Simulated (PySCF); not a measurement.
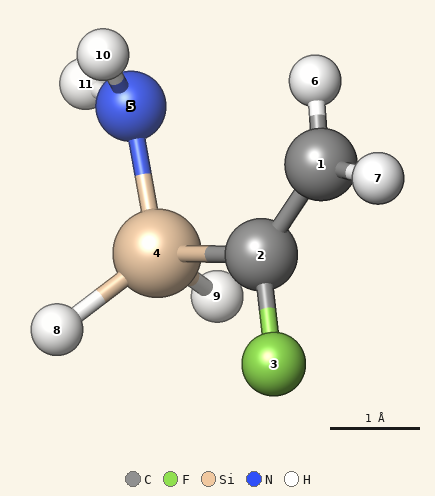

Figure 1. The starting structure (ball-and-stick view, seen at a tilt; atoms are numbered from 1 in the order of the input).

# Geometry relaxation of C₂H₆FNSi

The run: geometry relaxation of C₂H₆FNSi, SMILES C=C(F)[SiH2]N. Method and program: PBE0-D3(BJ)/def2-SVP geometry optimisation, gas phase (PySCF 2.14.0).

**Input file**
```
{"job": {"xc": "PBE0", "basis": "def2-SVP", "d3": "d3bj", "grid": 1, "shake": 0.01, "kind": "geom"}, "charge": 0, "multiplicity": 1}
C     -1.604990    -0.819650    -0.283830
C     -1.041720     0.383500    -0.319640
F     -1.838610     1.479990    -0.547860
Si     0.833740     0.811000    -0.119100
N      1.503380    -0.623120     0.531990
H     -1.042090    -1.672710    -0.126150
H     -2.677580    -0.916740    -0.430020
H      0.886460     2.037160     0.692390
H      1.436000     1.014150    -1.397090
H      1.083240    -1.050490     1.360280
H      2.500290    -0.668920     0.623370
```

The first line tells a small driver script what to run in PySCF; the rest is the geometry in Å.

Hardware: 1 CPU thread, shared host.

Run as:
```bash
OMP_NUM_THREADS=1 python <driver script> task.json out
```

**The program's output**
```
step   0  E = -523.25516029  max force = 0.037474
step   1  E = -523.25990264  max force = 0.014494
step   2  E = -523.26156725  max force = 0.007215
step   3  E = -523.26222610  max force = 0.004800
step   4  E = -523.26227205  max force = 0.003808
step   5  E = -523.26242952  max force = 0.002201
step   6  E = -523.26249166  max force = 0.000917
step   7  E = -523.26258303  max force = 0.001452
step   8  E = -523.26265550  max force = 0.002376
step   9  E = -523.26269076  max force = 0.001914
step  10  E = -523.26271527  max force = 0.000668
step  11  E = -523.26272559  max force = 0.000326
optimisation converged
```

**Trajectory as extended XYZ (Å, eV, eV/Å), 10 of the 12 frames kept, from step=0 to step=11**
```
11
Properties=species:S:1:pos:R:3:forces:R:3 step=0 energy=-14238.49815
C    -1.6050   -0.8196   -0.2838   -1.2004   1.9054  -0.3212
C    -1.0417    0.3835   -0.3196    0.1836   1.0837  -0.1753
F    -1.8386    1.4800   -0.5479    0.5824  -0.7331   0.1611
Si    0.8337    0.8110   -0.1191   -1.8469  -0.6386   0.6357
N     1.5034   -0.6231    0.5320   -0.2333  -0.5703   0.6287
H    -1.0421   -1.6727   -0.1262    1.4086  -1.9270   0.3432
H    -2.6776   -0.9167   -0.4300   -0.2642  -0.0356  -0.0139
H     0.8865    2.0372    0.6924    0.0813   0.4429   0.2144
H     1.4360    1.0142   -1.3971    0.6012   0.3738  -1.1589
H     1.0832   -1.0505    1.3603    0.0259   0.2336  -0.2600
H     2.5003   -0.6689    0.6234    0.6618  -0.1348  -0.0538
11
Properties=species:S:1:pos:R:3:forces:R:3 step=1 energy=-14238.62720
C    -1.7697   -0.4727   -0.3977    0.0969  -0.7453   0.0646
C    -0.9861    0.5950   -0.3767    0.7448  -0.0682   0.2215
F    -1.4387    1.8356   -0.5778   -0.3153   0.2083  -0.0926
Si    0.8842    0.5578   -0.0642   -0.0453   0.5077  -0.2525
N     1.3894   -0.9449    0.6391   -0.2599   0.0936   0.0645
H    -1.2528   -1.4378   -0.2363   -0.4263   0.3029  -0.0687
H    -2.8476   -0.4475   -0.5755   -0.0028   0.0261  -0.0084
H     1.1342    1.7957    0.7462    0.0517  -0.0509   0.0607
H     1.5730    0.7704   -1.3799    0.0738  -0.1540   0.1458
H     0.9745   -1.1683    1.5422    0.0836  -0.0391  -0.0843
H     2.3892   -1.1175    0.6722   -0.0012  -0.0813  -0.0506
11
Properties=species:S:1:pos:R:3:forces:R:3 step=2 energy=-14238.67250
C    -1.7526   -0.4925   -0.3847    0.0370  -0.3233   0.0601
C    -0.9518    0.5738   -0.3688   -0.1640  -0.3710   0.0308
F    -1.5019    1.7757   -0.6021    0.0979   0.3139  -0.0408
Si    0.9124    0.6034   -0.0614    0.0023   0.1676  -0.0735
N     1.3852   -0.9159    0.6243   -0.0959   0.0576   0.0625
H    -1.3777   -1.5069   -0.2118    0.1642   0.2042  -0.0069
H    -2.8229   -0.3868   -0.5790   -0.0437   0.0953  -0.0098
H     1.1718    1.8262    0.7687   -0.0175  -0.0210   0.0039
H     1.6441    0.7823   -1.3521    0.0174  -0.0338   0.0351
H     0.9658   -1.1630    1.5164    0.0300  -0.0382  -0.0129
H     2.3774   -1.1306    0.6422   -0.0278  -0.0512  -0.0485
11
Properties=species:S:1:pos:R:3:forces:R:3 step=4 energy=-14238.69168
C    -1.7238   -0.4956   -0.3648    0.1511  -0.0567   0.0462
C    -0.9535    0.5906   -0.3729   -0.1958   0.1893  -0.1001
F    -1.5041    1.7939   -0.6310    0.0544   0.0372   0.0149
Si    0.9063    0.6326   -0.0630    0.0091  -0.0756   0.0075
N     1.3212   -0.9087    0.6135    0.0199   0.0489   0.0552
H    -1.2340   -1.4498   -0.1735   -0.0821  -0.1432   0.0080
H    -2.8018   -0.4540   -0.5497    0.0609   0.0119   0.0043
H     1.1801    1.8448    0.7749   -0.0201  -0.0039   0.0038
H     1.6672    0.7800   -1.3383    0.0107   0.0158  -0.0030
H     0.8979   -1.1707    1.4986    0.0103   0.0023   0.0055
H     2.2940   -1.1972    0.5980   -0.0185  -0.0259  -0.0423
11
Properties=species:S:1:pos:R:3:forces:R:3 step=5 energy=-14238.69596
C    -1.7187   -0.4979   -0.3646   -0.0022  -0.0526   0.0134
C    -0.9549    0.5925   -0.3762    0.0195   0.1132  -0.0419
F    -1.5026    1.7966   -0.6347    0.0104  -0.0284   0.0109
Si    0.9059    0.6329   -0.0617   -0.0062  -0.0678  -0.0040
N     1.3237   -0.9065    0.6179   -0.0003   0.0579   0.0467
H    -1.2509   -1.4651   -0.1735   -0.0148  -0.0103   0.0038
H    -2.7948   -0.4452   -0.5515   -0.0037  -0.0039  -0.0029
H     1.1748    1.8463    0.7753   -0.0115  -0.0005   0.0110
H     1.6681    0.7830   -1.3366    0.0099   0.0058   0.0077
H     0.9052   -1.1682    1.5055    0.0141   0.0057  -0.0039
H     2.2938   -1.2025    0.5919   -0.0151  -0.0189  -0.0409
11
Properties=species:S:1:pos:R:3:forces:R:3 step=6 energy=-14238.69765
C    -1.7156   -0.4980   -0.3645   -0.0242  -0.0061  -0.0011
C    -0.9547    0.5952   -0.3817    0.0404   0.0348  -0.0086
F    -1.5038    1.7970   -0.6446    0.0010  -0.0293  -0.0015
Si    0.9050    0.6346   -0.0590   -0.0059  -0.0472  -0.0081
N     1.3213   -0.9028    0.6232   -0.0037   0.0419   0.0386
H    -1.2522   -1.4663   -0.1658    0.0035   0.0197  -0.0037
H    -2.7910   -0.4448   -0.5552   -0.0130  -0.0101   0.0008
H     1.1700    1.8479    0.7793   -0.0094   0.0002   0.0108
H     1.6740    0.7838   -1.3301    0.0077   0.0037   0.0073
H     0.9120   -1.1641    1.5147    0.0147   0.0044   0.0005
H     2.2846   -1.2166    0.5754   -0.0113  -0.0121  -0.0351
11
Properties=species:S:1:pos:R:3:forces:R:3 step=7 energy=-14238.70014
C    -1.7133   -0.4960   -0.3661   -0.0322   0.0414  -0.0177
C    -0.9551    0.6001   -0.3925    0.0463  -0.0746   0.0200
F    -1.5050    1.7968   -0.6691   -0.0072   0.0018  -0.0072
Si    0.9019    0.6359   -0.0520   -0.0004   0.0069  -0.0186
N     1.3184   -0.8952    0.6375   -0.0141   0.0062   0.0270
H    -1.2509   -1.4625   -0.1564    0.0129   0.0363   0.0015
H    -2.7881   -0.4455   -0.5618   -0.0133  -0.0144  -0.0012
H     1.1587    1.8499    0.7883   -0.0082  -0.0020   0.0081
H     1.6844    0.7821   -1.3151    0.0030   0.0004   0.0046
H     0.9340   -1.1543    1.5398    0.0140   0.0015   0.0076
H     2.2643   -1.2457    0.5390   -0.0010  -0.0034  -0.0241
11
Properties=species:S:1:pos:R:3:forces:R:3 step=9 energy=-14238.70307
C    -1.7181   -0.4873   -0.3741   -0.0112   0.0399  -0.0148
C    -0.9549    0.6051   -0.4138    0.0092  -0.0984   0.0237
F    -1.4942    1.7962   -0.7297    0.0011   0.0342  -0.0111
Si    0.8947    0.6360   -0.0335    0.0075   0.0484  -0.0141
N     1.3192   -0.8822    0.6708   -0.0146  -0.0266   0.0078
H    -1.2563   -1.4451   -0.1280    0.0039   0.0080   0.0056
H    -2.7895   -0.4450   -0.5902    0.0002  -0.0032  -0.0028
H     1.1314    1.8494    0.8130   -0.0028  -0.0081   0.0051
H     1.7005    0.7781   -1.2823   -0.0068  -0.0003  -0.0032
H     1.0028   -1.1333    1.6002    0.0076   0.0035   0.0068
H     2.2141   -1.3061    0.4595    0.0059   0.0027  -0.0031
11
Properties=species:S:1:pos:R:3:forces:R:3 step=10 energy=-14238.70373
C    -1.7253   -0.4815   -0.3796    0.0008   0.0063   0.0015
C    -0.9536    0.6041   -0.4199   -0.0090  -0.0344   0.0093
F    -1.4804    1.7972   -0.7534    0.0082   0.0190  -0.0116
Si    0.8928    0.6333   -0.0254    0.0075   0.0251   0.0020
N     1.3231   -0.8814    0.6827   -0.0099  -0.0181  -0.0092
H    -1.2707   -1.4374   -0.1143   -0.0017  -0.0061  -0.0022
H    -2.7937   -0.4377   -0.6100    0.0035   0.0060   0.0003
H     1.1226    1.8442    0.8259   -0.0002  -0.0050   0.0034
H     1.7010    0.7771   -1.2724   -0.0053   0.0010  -0.0028
H     1.0344   -1.1274    1.6222    0.0045   0.0056   0.0042
H     2.1993   -1.3245    0.4358    0.0015   0.0006   0.0050
11
Properties=species:S:1:pos:R:3:forces:R:3 step=11 energy=-14238.70402
C    -1.7305   -0.4766   -0.3827    0.0012  -0.0076   0.0071
C    -0.9517    0.6036   -0.4217   -0.0058   0.0042  -0.0093
F    -1.4680    1.7990   -0.7664    0.0053   0.0032   0.0002
Si    0.8930    0.6305   -0.0206    0.0038   0.0031   0.0072
N     1.3242   -0.8842    0.6877   -0.0072  -0.0099  -0.0168
H    -1.2835   -1.4343   -0.1109   -0.0027  -0.0042   0.0023
H    -2.7970   -0.4273   -0.6204    0.0028   0.0071  -0.0027
H     1.1211    1.8388    0.8344    0.0004  -0.0019   0.0017
H     1.6999    0.7760   -1.2680   -0.0005   0.0020  -0.0005
H     1.0485   -1.1258    1.6321    0.0023   0.0050   0.0035
H     2.1934   -1.3337    0.4281    0.0004  -0.0010   0.0073
```

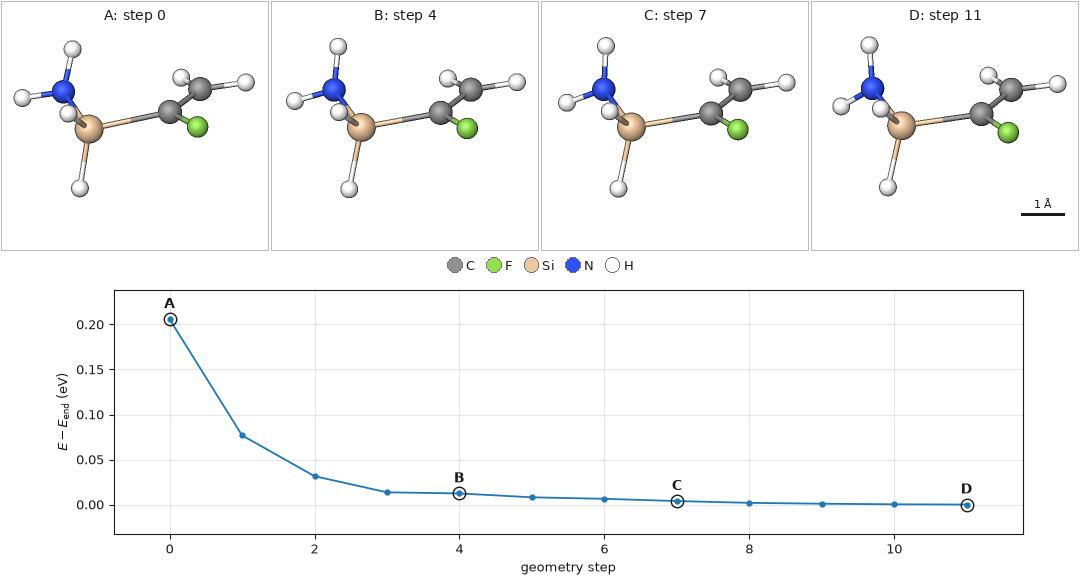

Figure 2. Frames of the relaxation (ball-and-stick view, seen at a tilt) above the curves, on which the letters mark them (steps are counted from 0).

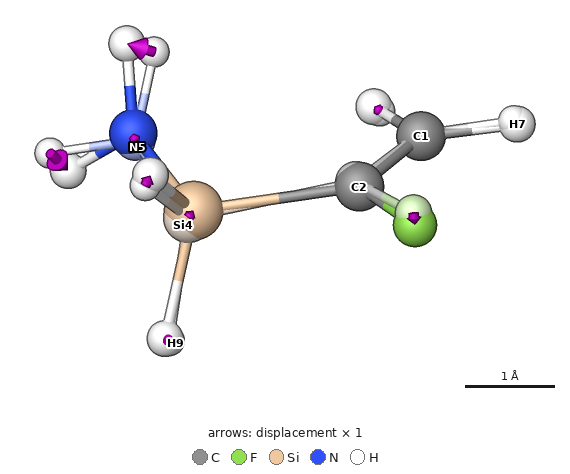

Figure 3. Start (faint) and end (solid) with the displacements as pink arrows, at true length (ball-and-stick view, seen at a tilt). The two geometries are laid on each other by the best rigid fit. After 11 geometry steps the energy has fallen by 0.206 eV. Largest force component: 1.9 eV/Å at the start, 0.017 eV/Å at the end. The atom that moves furthest after the best rigid fit is H11 (0.40 Å). By element the largest moves are H 0.40 Å, F 0.14 Å, Si 0.10 Å, N 0.08 Å, C 0.07 Å. Among the contacts that change: Si4–H9 1.427 → 1.493 Å, C1–H6 1.034 → 1.091 Å, C2–Si4 1.934 → 1.888 Å, C2–F3 1.375 → 1.347 Å. Among the angles that change: C2–Si4–N5 103.5° → 108.6°, H10–N5–H11 108.4° → 111.5°, C2–C1–H6 121.3° → 118.6°. (Atoms are counted from 1 in the order of the input.)

**Results in brief**

| quantity | value |
| --- | --- |
| outcome | converged |
| total energy | −523.262726 hartree |
| dipole moment | 2.68 D |
| point group | C1 |
| wall time | 39 s |
| peak memory | 0.42 GiB |
